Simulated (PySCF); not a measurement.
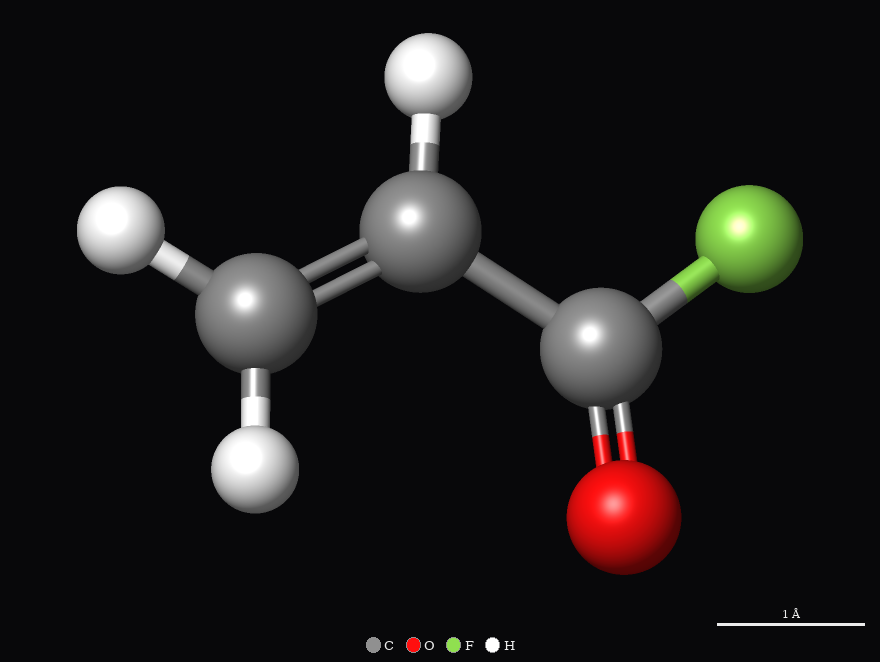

Ball-and-stick drawing of a structure.

The computed structure is the end point of a PBE0-D3(BJ)/def2-SVP optimisation. No frequency run is at hand to confirm it as a minimum.

What does the picture show?

The molecule is C3H3FO. Its SMILES string is `C=CC(=O)F`. It has no ring. Among its groups: alkene, C–F bond. This geometry has Cs symmetry. All atoms lie on one plane. Coordination: 3 C trigonal planar.

The parts below concern this one geometry. Atoms keep their numbers from picture to picture.

### Shape

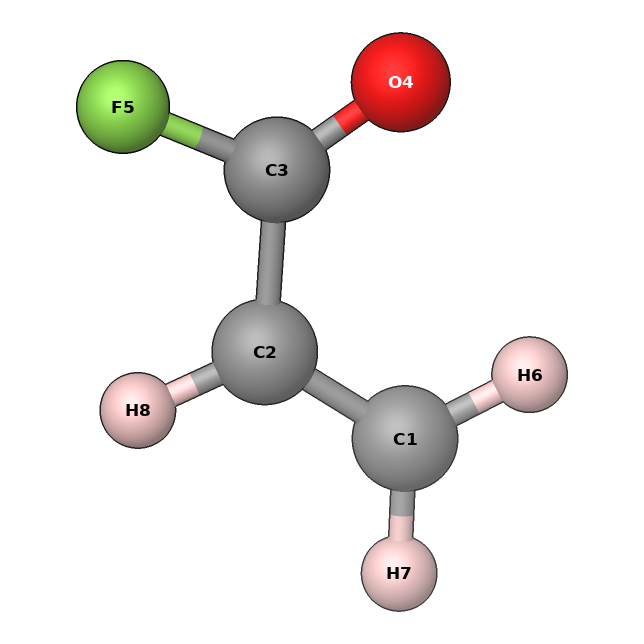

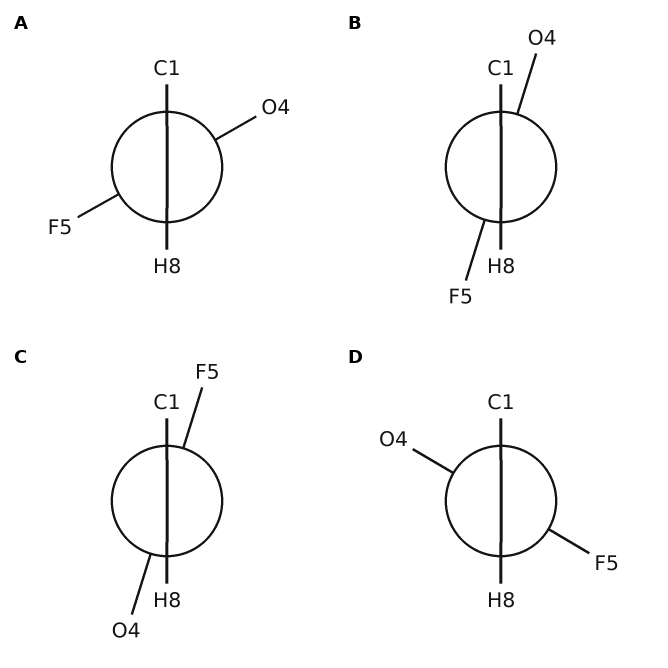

Distant atoms are faded towards the background colour. Bonds that would overlap in a projection are set slightly apart. No frequency run is at hand to confirm it as a minimum.

Question: Which Newman projection shows the view along C2–C3, with C2 in front?

Answer: B. The torsion angle C1–C2–C3–F5 is −179°, antiperiplanar (anti).

### Electronic properties

No frequency run is at hand to confirm it as a minimum. Properties computed with WP04/pcSseg-1 in chloroform (IEF-PCM) (PySCF 2.14.0).

Predict the main results.

- dipole moment: 4.00 D
- HOMO energy (Kohn–Sham orbital): −9.77 eV
- LUMO energy (Kohn–Sham orbital): −4.18 eV
- HOMO–LUMO gap: 5.60 eV

### Quadrupole coupling

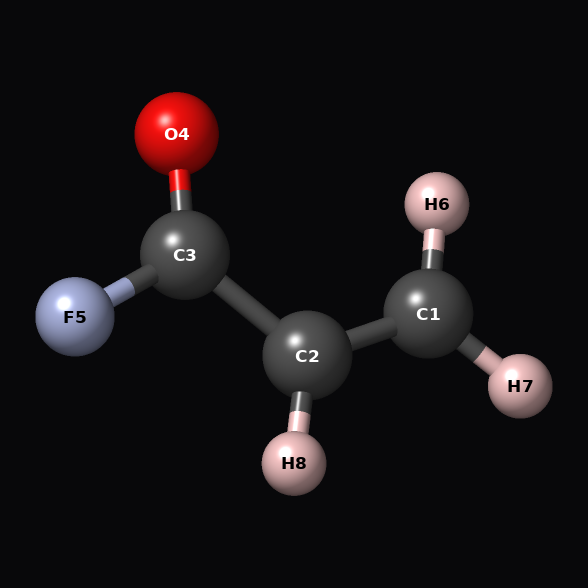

No frequency run is at hand to confirm it as a minimum. Electric field gradients from the ground-state density, PBE0/pcSseg-1 in chloroform (IEF-PCM) (PySCF 2.14.0), non-relativistic apart from any core potentials.

Give the largest field-gradient component, the quadrupole coupling constant and the asymmetry for 17O at O4 (Q = −25.6 mb), 2H at H6 (Q = 2.86 mb), 2H at H7 (Q = 2.86 mb), 2H at H8 (Q = 2.86 mb).

```
atom  V_zz (a.u.)  e²qQ/h (MHz)     η
  O4       −1.513          9.10  0.27
  H6        0.295         0.198  0.01
  H7        0.299         0.201  0.02
  H8        0.298         0.200  0.08
```

### Excitation

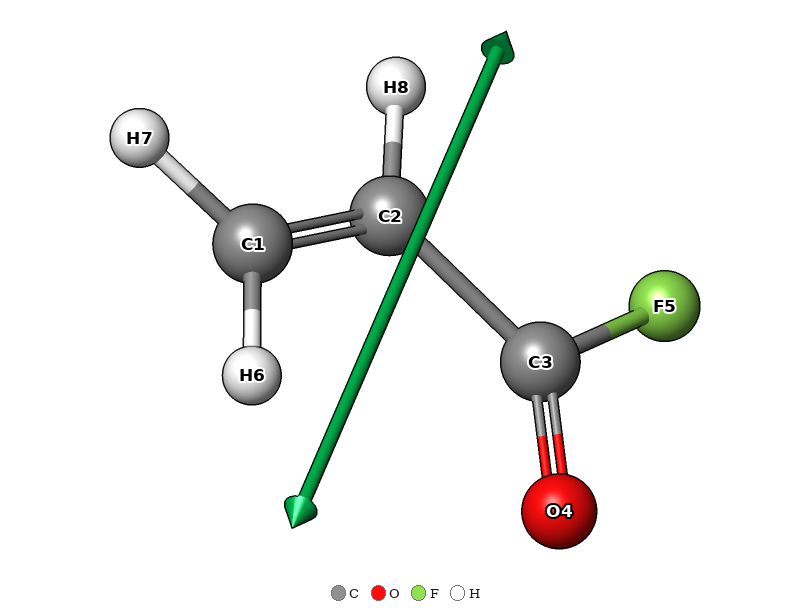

The double arrow shows the direction of the transition dipole to excited singlet state 5 (its length means nothing). No frequency run is at hand to confirm it as a minimum. Properties computed with TDDFT ωB97X-D/def2-SVPD, vertical, IEF-PCM chloroform (non-equilibrium linear response), core orbitals frozen in the response (PySCF 2.14.0).

Question: How is the transition polarised?

Answer: In the molecular plane, at 57° to the long direction C1···F5.

Question: Give its energy, strength and character.

Answer: 8.55 eV (145 nm), oscillator strength 0.061, mainly HOMO−3 → LUMO (weight 0.90); transition dipole 1.37 D.

### NMR shielding

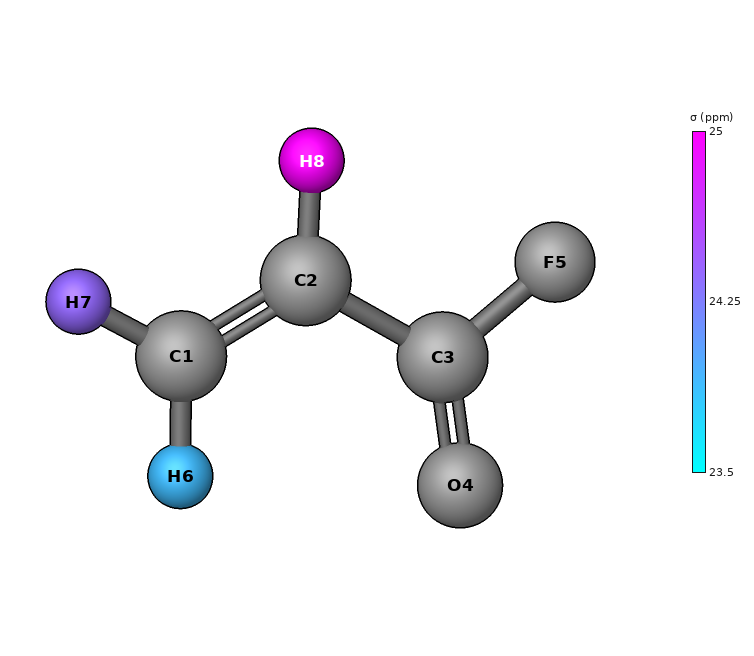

Atoms are coloured by their isotropic NMR shieldings (H only, the others grey). No frequency run is at hand to confirm it as a minimum. Level of theory: GIAO PBE0/pcSseg-1 NMR shielding, non-relativistic, IEF-PCM chloroform (PySCF 2.14.0).

List the isotropic NMR shieldings of the H atoms.

| atom | σ (ppm) |
| --- | --- |
| H6 | 23.89 |
| H7 | 24.38 |
| H8 | 24.98 |
